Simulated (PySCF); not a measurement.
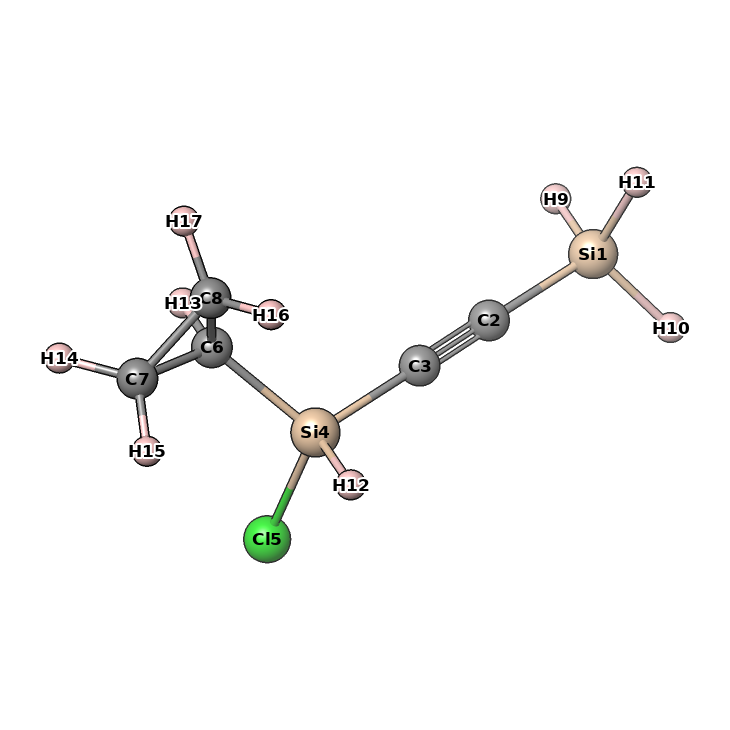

Depth is shown by fading: the farther an atom, the more it takes the colour of the background. Computed geometry: PBE0-D3(BJ)/def2-SVP optimisation. No frequency run is at hand to confirm it as a minimum.

### Which atoms or bonds are stereogenic?

Centres: Si4.

### Give the R/S and E/Z labels.

Si4: R (priorities Cl5 > C3 > C6 > H12).
